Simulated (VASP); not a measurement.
# From one sheet to two: 1T-TiTe2 monolayer, part 2 of 9

Aim: relax 1T-TiTe2 monolayer, place its levels against the vacuum, then find how two sheets stack and bind.

VASP 6.6.1, plane waves and PAW; the level of theory is named at each step.

So far: Starting point; Relaxing the monolayer.

## 2. Relaxing the monolayer (continued)

Level of this step: r2SCAN with rVV10, no spin polarisation; plane waves and PAW (Ti, Te) (VASP).

Parts of OUTCAR (step 2):

```text
ion  position               nearest neighbor table
   1  0.000  0.000  0.500-   2 2.82   3 2.82   3 2.82   2 2.82   3 2.82   2 2.82
   2  0.333  0.667  0.418-   1 2.82   1 2.82   1 2.82
   3  0.667  0.333  0.582-   1 2.82   1 2.82   1 2.82

  LATTYP: Found a hexagonal cell.
 ALAT       =     3.7500000000
 C/A-ratio  =     5.8666666667

 Subroutine GETGRP returns: Found 12 space group operations
 (whereof 12 operations were pure point group operations)

The static configuration has the point symmetry D_3d.

 Found     12 irreducible k-points:

   k-points           NKPTS =     12   k-points in BZ     NKDIM =     12   number of bands    NBANDS=     14

   dimension x,y,z NGX =    18 NGY =   18 NGZ =  108
   dimension x,y,z NGXF=    36 NGYF=   36 NGZF=  216

   ENCUT  =  350.0 eV  25.72 Ry    5.07 a.u.   5.72  5.72 33.56*2*pi/ulx,y,z

   NELECT =      16.0000    total number of electrons

 k-points in reciprocal lattice and weights: Automatic mesh
   0.00000000  0.00000000  0.00000000       0.012
   0.11111111 -0.00000000  0.00000000       0.074
   0.22222222 -0.00000000  0.00000000       0.074
   0.33333333  0.00000000  0.00000000       0.074
   0.44444444 -0.00000000  0.00000000       0.074
   0.11111111  0.11111111  0.00000000       0.074
   0.22222222  0.11111111  0.00000000       0.148
   0.33333333  0.11111111  0.00000000       0.148
   0.44444444  0.11111111  0.00000000       0.074
   0.22222222  0.22222222  0.00000000       0.074
   0.33333333  0.22222222  0.00000000       0.148
   0.33333333  0.33333333  0.00000000       0.025

 dipolmoment           0.000000      0.000000     -0.000000 electrons x Angstroem

 average (electrostatic) potential at core
       1 -36.0402       2-100.7548       3-100.7548

 E-fermi :  -1.8343

 k-point     1 :       0.0000    0.0000    0.0000
  band No.  band energies     occupation
    ...
      2     -13.5438      2.00000
      3      -6.3081      2.00000
      4      -3.5906      2.00000
      5      -3.5906      2.00000
      6      -3.3864      2.00000
      7      -1.4256      0.00000
      8      -1.4256      0.00000
      9      -1.1991      0.00000
     10      -0.7403      0.00000
     11      -0.7403      0.00000
    ...

 k-point     2 :       0.1111   -0.0000    0.0000
  band No.  band energies     occupation
    ...
      4      -4.1946      2.00000
      5      -3.5776      2.00000
      6      -2.9702      2.00000
      7      -2.2797      2.00000
      8      -1.8255      0.67594
      9      -1.3334      0.00000
     10      -0.5851      0.00000
     11      -0.4743      0.00000
     12       0.9487      0.00000
     13       1.4430      0.00000
    ...

 k-point     3 :       0.2222   -0.0000    0.0000
  band No.  band energies     occupation
    ...
      4      -4.9598      2.00000
      5      -3.9703      2.00000
      6      -3.5909      2.00000
      7      -2.8958      2.00000
      8      -2.3296      2.00000
      9      -1.5325      0.00000
     10      -0.4273      0.00000
     11      -0.3579      0.00000
     12       0.4121      0.00000
     13       1.2224      0.00000
    ...

  Total        0.0002331      0.0002331     -0.0247282      0.0000000      0.0000000      0.0000000
  in kB        0.0013954      0.0013954     -0.1480096      0.0000000      0.0000000      0.0000000
  external PRESSURE =      -0.0484063 kB  Pullay stress =       0.0000000 kB

  energy-cutoff  :      350.00
  volume of cell :      267.68
      direct lattice vectors                 reciprocal lattice vectors
     3.748264287  0.000000000  0.000000000     0.266790152  0.154031366  0.000000000
    -1.874132144  3.246092093  0.000000000     0.000000000  0.308062732  0.000000000
     0.000000000  0.000000000 22.000000000     0.000000000  0.000000000  0.045454545

 POSITION                                       TOTAL-FORCE (eV/Angst)
 -----------------------------------------------------------------------------------
      0.00000      0.00000     11.00000        -0.000000      0.000000      0.000000
     -0.00000      2.16406      9.28087        -0.000000      0.000000     -0.001451
      1.87413      1.08203     12.71913         0.000000      0.000000      0.001451
 -----------------------------------------------------------------------------------
    total drift:                                0.000000      0.000000     -0.000000

  FREE ENERGIE OF THE ION-ELECTRON SYSTEM (eV)
  ---------------------------------------------------
  free  energy   TOTEN  =       -65.4325533952 eV

  energy  without entropy=      -65.4313435063  energy(sigma->0) =      -65.43194845

 reached required accuracy - stopping structural energy minimisation

 vacuum level on the upper side and lower side of the slab         3.182         3.182

 total charge
# of ion       s       p       d       tot
------------------------------------------
    1        0.390   0.617   2.319   3.327
    2        1.388   2.047   0.035   3.470
    3        1.388   2.047   0.035   3.470
--------------------------------------------------
tot          3.166   4.711   2.389  10.266

[... 3 further parts left out ...]
```

CONTCAR:

```
TiTe2
   1.00000000000000
     3.7482642872289524    0.0000000000000000    0.0000000000000000
    -1.8741321436144762    3.2460920928465709    0.0000000000000000
     0.0000000000000000    0.0000000000000000   22.0000000000000000
  Ti              Te
     1     2
Direct
     0.0000000000000000    0.0000000000000000    0.5000000000000000
     0.3333333332999970    0.6666666667000030    0.4218579176445192
     0.6666666667000030    0.3333333332999970    0.5781420823554810
```

This run has no spin polarisation, although Ti can carry a moment. The PAW data sets were made with PBE, which is usual practice but a small mismatch for other functionals. The data set Ti keeps the semicore shell frozen, which is cheaper and a little less accurate. The run keeps the 12 symmetry operations of its start, so it cannot find a distortion of lower symmetry.

Step by step:

| step | energy less that of the first step (eV) | largest force (eV/Å) | pressure (GPa) | volume (Å³) |
| --- | --- | --- | --- | --- |
| 1 | 0.0000 | 0.6979 | -0.97 | 267.93 |
| 2 | -0.0407 | 0.2754 | -0.09 | 259.87 |
| 3 | -0.0409 | 0.2375 | -0.01 | 259.21 |
| 4 | -0.0486 | 0.1664 | 0.00 | 261.09 |
| 5 | -0.0577 | 0.0233 | 0.04 | 265.73 |
| 6 | -0.0584 | 0.0343 | 0.05 | 267.42 |
| 7 | -0.0584 | 0.0262 | 0.05 | 267.19 |
| 8 | -0.0584 | 0.0213 | -0.05 | 268.14 |
| 9 | -0.0585 | 0.0015 | 0.00 | 267.68 |

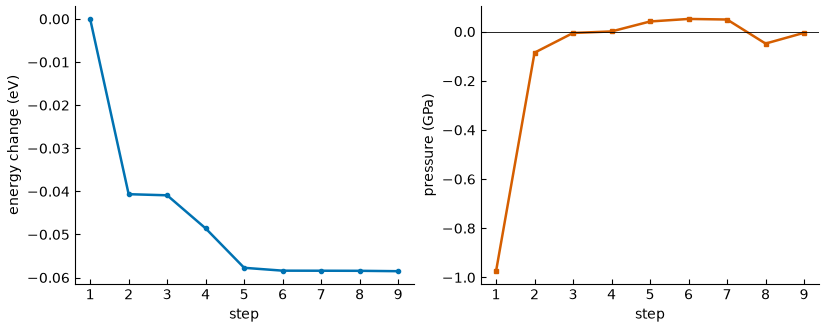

Energy and pressure along the relaxation.

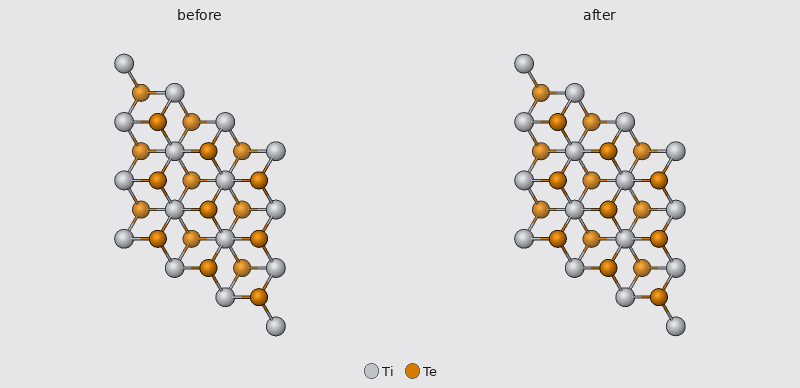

The structure before and after the relaxation, drawn at the same scale.

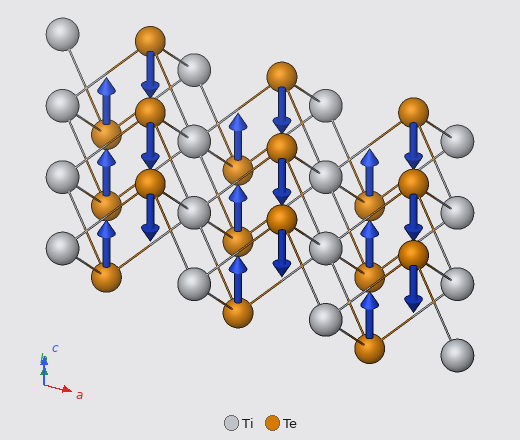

Displacements in the relaxation, exaggerated, measured against the changing cell; the longest in the cell stands for 0.08 Å. 3×3×1 cells are drawn. Some periodic images of atoms are drawn too.

| cell as run | before | after | change |
| --- | --- | --- | --- |
| a (Å) | 3.750 | 3.748 | -0.0 % |
| b (Å) | 3.750 | 3.748 | -0.0 % |

The atoms that moved most (Å, along periodic axes as changes of fractional coordinates times the final cell, across vacuum about the mean position):

| atom | dx | dy | dz | length |
| --- | --- | --- | --- | --- |
| Te2 | 0.000 | 0.000 | 0.081 | 0.081 |
| Te3 | 0.000 | 0.000 | -0.081 | 0.081 |

The relaxed structure:

```xyz
3
Lattice="3.7483 0.0000 0.0000 -1.8741 3.2461 0.0000 0.0000 0.0000 22.0000" Properties=species:S:1:pos:R:3
Ti    0.0000    0.0000   11.0000
Te    0.0000    2.1641    9.2809
Te    1.8741    1.0820   12.7191
```

Numbers from this step:

| Property | Result |
| --- | --- |
| electronic steps | 95 |
| electrons | 16 |
| free energy (TOTEN) | -65.4326 eV |
| energy at zero smearing | -65.4319 eV |
| Fermi energy | -1.834 eV |
| metallic | yes |
| dipole moment | 0, 0, 0 e·Å |

The run ended after 9 ionic steps, 0.059 eV below its first step, once forces and stress met EDIFFG = -0.015.

## 3. A second relaxation

The plane waves were chosen for the start cell, so the relaxation is repeated from its end.

INCAR

```
SYSTEM = TiTe2
PREC = Normal
ENCUT = 350
EDIFF = 1E-06
NELM = 120
ISMEAR = 0
SIGMA = 0.03
LREAL = .FALSE.
ALGO = Normal
METAGGA = R2SCAN
LUSE_VDW = .TRUE.
IVDW_NL = 2
BPARAM = 11.95
CPARAM = 0.0093
LASPH = .TRUE.
NBANDS = 14
LORBIT = 11
LWAVE = .FALSE.
LCHARG = .FALSE.
KPAR = 4
IBRION = 2
NSW = 30
ISIF = 3
EDIFFG = -0.015
POTIM = 0.4
IDIPOL = 3
LDIPOL = .TRUE.
DIPOL = 0.5 0.5 0.5
LATTICE_CONSTRAINTS = .TRUE. .TRUE. .FALSE.
```

POSCAR

```
TiTe2
1.0
    3.7482642872      0.0000000000      0.0000000000
   -1.8741321436      3.2460920928      0.0000000000
    0.0000000000      0.0000000000     22.0000000000
Ti Te
1 2
Direct
    0.0000000000      0.0000000000      0.5000000000
    0.3333333333      0.6666666667      0.4218579176
    0.6666666667      0.3333333333      0.5781420824
```

KPOINTS

```
Automatic mesh
0
Gamma
9 9 1
0 0 0
```

The projector-augmented-wave data sets are Ti and Te (PBE family, release 64).

Started as:

```
> mpirun -np 4 vasp_std
```

The program printed:

```text
[banner, memory and clock lines left out]
running    4 mpi-ranks, on    1 nodes
 distrk:  each k-point on    1 cores,    4 groups
 distr:  one band on    1 cores,    1 groups

 POSCAR found type information on POSCAR TiTe
 POSCAR found :  2 types and       3 ions
 [... a notice as in an earlier step ...]

 [... a notice as in an earlier step ...]

 LDA part: xc-table for (None), standard interpolation
 POSCAR, INCAR and KPOINTS ok, starting setup
 FFT: planning ... GRIDC
 FFT: planning ... GRID_SOFT
 FFT: planning ... GRID
 WAVECAR not read
 entering main loop
       N       E                     dE             d eps       ncg     rms          rms(c)
Total rVV10 correction in eV:      0.6240143    26.1787018
Total rVV10 correction in eV:      0.6240143    26.1787018
Total rVV10 correction in eV:      0.6240143    26.1787018
Total rVV10 correction in eV:      0.6240143    26.1787018
DAV:   1     0.365024452198E+02    0.36502E+02   -0.38047E+03   336   0.583E+02
DAV:   2    -0.603739275930E+02   -0.96876E+02   -0.90920E+02   512   0.141E+02
DAV:   3    -0.692305094091E+02   -0.88566E+01   -0.83547E+01   430   0.484E+01
DAV:   4    -0.695030444326E+02   -0.27254E+00   -0.27214E+00   448   0.973E+00
DAV:   5    -0.695116503908E+02   -0.86060E-02   -0.86057E-02   526   0.180E+00    0.135E+01
Total rVV10 correction in eV:      0.6215855    26.1793938
Total rVV10 correction in eV:      0.6215855    26.1793938
Total rVV10 correction in eV:      0.6215855    26.1793938
Total rVV10 correction in eV:      0.6215855    26.1793938
DAV:   6    -0.671780372746E+02    0.23336E+01   -0.79998E+00   456   0.330E+01    0.130E+01
Total rVV10 correction in eV:      0.6190034    26.1830545
Total rVV10 correction in eV:      0.6190034    26.1830545
Total rVV10 correction in eV:      0.6190034    26.1830545
Total rVV10 correction in eV:      0.6190034    26.1830545
DAV:   7    -0.661799205499E+02    0.99812E+00   -0.14732E+01   412   0.481E+01    0.893E+00
Total rVV10 correction in eV:      0.6161112    26.1810659
Total rVV10 correction in eV:      0.6161112    26.1810659
Total rVV10 correction in eV:      0.6161112    26.1810659
Total rVV10 correction in eV:      0.6161112    26.1810659
DAV:   8    -0.655461323903E+02    0.63379E+00   -0.13097E+00   358   0.100E+01    0.347E+00
Total rVV10 correction in eV:      0.6151157    26.1816987
Total rVV10 correction in eV:      0.6151157    26.1816987
Total rVV10 correction in eV:      0.6151157    26.1816987
Total rVV10 correction in eV:      0.6151157    26.1816987
DAV:   9    -0.654354807146E+02    0.11065E+00   -0.32697E-01   410   0.747E+00    0.151E+00
Total rVV10 correction in eV:      0.6163625    26.1818259
Total rVV10 correction in eV:      0.6163625    26.1818259
Total rVV10 correction in eV:      0.6163625    26.1818259
Total rVV10 correction in eV:      0.6163625    26.1818259
DAV:  10    -0.654372729991E+02   -0.17923E-02   -0.90313E-02   366   0.448E+00    0.894E-01
Total rVV10 correction in eV:      0.6170787    26.1818226
Total rVV10 correction in eV:      0.6170787    26.1818226
Total rVV10 correction in eV:      0.6170787    26.1818226
Total rVV10 correction in eV:      0.6170787    26.1818226
DAV:  11    -0.654289087139E+02    0.83643E-02   -0.19121E-02   372   0.208E+00    0.303E-01
Total rVV10 correction in eV:      0.6180588    26.1815985
Total rVV10 correction in eV:      0.6180588    26.1815985
Total rVV10 correction in eV:      0.6180588    26.1815985
Total rVV10 correction in eV:      0.6180588    26.1815985
DAV:  12    -0.654303040366E+02   -0.13953E-02   -0.27459E-03   366   0.735E-01    0.207E-01
Total rVV10 correction in eV:      0.6196569    26.1810088
Total rVV10 correction in eV:      0.6196569    26.1810088
Total rVV10 correction in eV:      0.6196569    26.1810088
Total rVV10 correction in eV:      0.6196569    26.1810088
DAV:  13    -0.654306511168E+02   -0.34708E-03   -0.22281E-03   342   0.546E-01    0.518E-02
Total rVV10 correction in eV:      0.6200206    26.1807035
Total rVV10 correction in eV:      0.6200206    26.1807035
Total rVV10 correction in eV:      0.6200206    26.1807035
Total rVV10 correction in eV:      0.6200206    26.1807035
DAV:  14    -0.654309790024E+02   -0.32789E-03   -0.24310E-04   384   0.111E-01    0.469E-02
Total rVV10 correction in eV:      0.6209929    26.1798927
Total rVV10 correction in eV:      0.6209929    26.1798927
Total rVV10 correction in eV:      0.6209929    26.1798927
Total rVV10 correction in eV:      0.6209929    26.1798927
DAV:  15    -0.654317287594E+02   -0.74976E-03   -0.34555E-04   348   0.107E-01    0.348E-02
Total rVV10 correction in eV:      0.6214302    26.1794128
Total rVV10 correction in eV:      0.6214302    26.1794128
Total rVV10 correction in eV:      0.6214302    26.1794128
Total rVV10 correction in eV:      0.6214302    26.1794128
DAV:  16    -0.654319892350E+02   -0.26048E-03   -0.60299E-05   372   0.598E-02    0.182E-02
Total rVV10 correction in eV:      0.6216064    26.1792020
Total rVV10 correction in eV:      0.6216064    26.1792020
Total rVV10 correction in eV:      0.6216064    26.1792020
Total rVV10 correction in eV:      0.6216064    26.1792020
DAV:  17    -0.654321015344E+02   -0.11230E-03   -0.17493E-05   348   0.262E-02    0.845E-03
Total rVV10 correction in eV:      0.6218613    26.1788946
Total rVV10 correction in eV:      0.6218613    26.1788946
Total rVV10 correction in eV:      0.6218613    26.1788946
Total rVV10 correction in eV:      0.6218613    26.1788946
DAV:  18    -0.654323713025E+02   -0.26977E-03   -0.43021E-05   378   0.359E-02    0.407E-03
Total rVV10 correction in eV:      0.6218821    26.1787930
Total rVV10 correction in eV:      0.6218821    26.1787930
Total rVV10 correction in eV:      0.6218821    26.1787930
Total rVV10 correction in eV:      0.6218821    26.1787930
DAV:  19    -0.654324761377E+02   -0.10484E-03   -0.10882E-05   396   0.149E-02    0.267E-03
Total rVV10 correction in eV:      0.6218778    26.1787256
Total rVV10 correction in eV:      0.6218778    26.1787256
Total rVV10 correction in eV:      0.6218778    26.1787256
Total rVV10 correction in eV:      0.6218778    26.1787256
DAV:  20    -0.654325224766E+02   -0.46339E-04   -0.40730E-06   386   0.115E-02    0.112E-03
Total rVV10 correction in eV:      0.6218653    26.1786995
Total rVV10 correction in eV:      0.6218653    26.1786995
Total rVV10 correction in eV:      0.6218653    26.1786995
Total rVV10 correction in eV:      0.6218653    26.1786995
DAV:  21    -0.654325323279E+02   -0.98513E-05   -0.75149E-07   326   0.619E-03    0.632E-04
Total rVV10 correction in eV:      0.6218625    26.1786953
Total rVV10 correction in eV:      0.6218625    26.1786953
Total rVV10 correction in eV:      0.6218625    26.1786953
Total rVV10 correction in eV:      0.6218625    26.1786953
DAV:  22    -0.654325350823E+02   -0.27543E-05   -0.48751E-07   296   0.708E-03    0.641E-04
Total rVV10 correction in eV:      0.6218610    26.1786957
Total rVV10 correction in eV:      0.6218610    26.1786957
Total rVV10 correction in eV:      0.6218610    26.1786957
Total rVV10 correction in eV:      0.6218610    26.1786957
DAV:  23    -0.654325351691E+02   -0.86830E-07   -0.32002E-08   324   0.184E-03
Total rVV10 correction in eV:      0.6218577    26.1786990
Total rVV10 correction in eV:      0.6218577    26.1786990
Total rVV10 correction in eV:      0.6218577    26.1786990
Total rVV10 correction in eV:      0.6218577    26.1786990
Total rVV10 correction in eV:      0.6218584    26.1786970
Total rVV10 correction in eV:      0.6218584    26.1786970
Total rVV10 correction in eV:      0.6218584    26.1786970
Total rVV10 correction in eV:      0.6218584    26.1786970
   1 F= -.65432535E+02 E0= -.65431930E+02  d E =-.654325E+02
 curvature:   0.00 expect dE= 0.000E+00 dE for cont linesearch  0.000E+00
 trial: gam= 0.00000 g(F)=  0.273E-06 g(S)=  0.712E-06 ort = 0.000E+00 (trialstep = 0.100E+01)
 search vector abs. value=  0.985E-06
 reached required accuracy - stopping structural energy minimisation
```

Elapsed: 2 min, on 4 MPI ranks of Intel Xeon Platinum 8259CL at 2.50GHz (Skylake/Cascade Lake), shared host; peak memory 1.3 GiB; 7.8 min of CPU time.

From OUTCAR (step 3):

```text
  LATTYP: Found a hexagonal cell.
 ALAT       =     3.7482642872
 C/A-ratio  =     5.8693833503

The static configuration has the point symmetry D_3d.

 Found     12 irreducible k-points:

   NELECT =      16.0000    total number of electrons

 dipolmoment           0.000000      0.000000      0.000000 electrons x Angstroem

 E-fermi :  -1.8348

 k-point     1 :       0.0000    0.0000    0.0000
  band No.  band energies     occupation
    ...
      2     -13.5441      2.00000
      3      -6.3083      2.00000
      4      -3.5911      2.00000
      5      -3.5911      2.00000
      6      -3.3866      2.00000
      7      -1.4262      0.00000
      8      -1.4262      0.00000
      9      -1.1996      0.00000
     10      -0.7404      0.00000
     11      -0.7404      0.00000
    ...

 k-point     2 :       0.1111    0.0000    0.0000
  band No.  band energies     occupation
    ...
      4      -4.1950      2.00000
      5      -3.5780      2.00000
      6      -2.9704      2.00000
      7      -2.2800      2.00000
      8      -1.8259      0.67585
      9      -1.3339      0.00000
     10      -0.5854      0.00000
     11      -0.4746      0.00000
     12       0.9483      0.00000
     13       1.4427      0.00000
    ...

  Total        0.0052605      0.0052605     -0.0162587      0.0000000      0.0000000      0.0000000
  in kB        0.0314862      0.0314862     -0.0973159      0.0000000      0.0000000      0.0000000
  external PRESSURE =      -0.0114478 kB  Pullay stress =       0.0000000 kB

 POSITION                                       TOTAL-FORCE (eV/Angst)
 -----------------------------------------------------------------------------------
      0.00000      0.00000     11.00000         0.000000      0.000000      0.000000
     -0.00000      2.16406      9.28087         0.000000     -0.000000     -0.001882
      1.87413      1.08203     12.71913        -0.000000      0.000000      0.001882
 -----------------------------------------------------------------------------------
    total drift:                               -0.000000      0.000000      0.000000

  FREE ENERGIE OF THE ION-ELECTRON SYSTEM (eV)
  ---------------------------------------------------
  free  energy   TOTEN  =       -65.4325351691 eV

  energy  without entropy=      -65.4313255275  energy(sigma->0) =      -65.43193035

 vacuum level on the upper side and lower side of the slab         3.138         3.138

 total charge
# of ion       s       p       d       tot
------------------------------------------
    1        0.390   0.617   2.319   3.327
    2        1.388   2.047   0.035   3.470
    3        1.388   2.047   0.035   3.470
--------------------------------------------------
tot          3.166   4.711   2.390  10.266

[... 6 parts as in an earlier step ...]

[... 7 further parts left out ...]
```

Little changed from the start: no atom moved by 0.005 Å and no cell edge by 0.1 %.

Numbers from this step:

```yaml
electronic_steps: 23
free_energy_toten: -65.4325 eV
fermi_energy: -1.835 eV
```

The start already met the threshold, so nothing moved.

(Continued in part 3 of 9.)

[Lines on the potential files, build, host, timing and source positions are cut from VASP's logs without a mark.]

[Logs are printed without paths, hosts, clocks, repeated set-up lines and the standing remarks that a program may print on its own settings, such as how far it seeks lower states.]

[Hosts, paths, dates, database ids (printed as entryN), source tags and the programs' standing remarks are cut or masked in the printed files.]

[Runs that stopped without an error message from VASP are left out.]
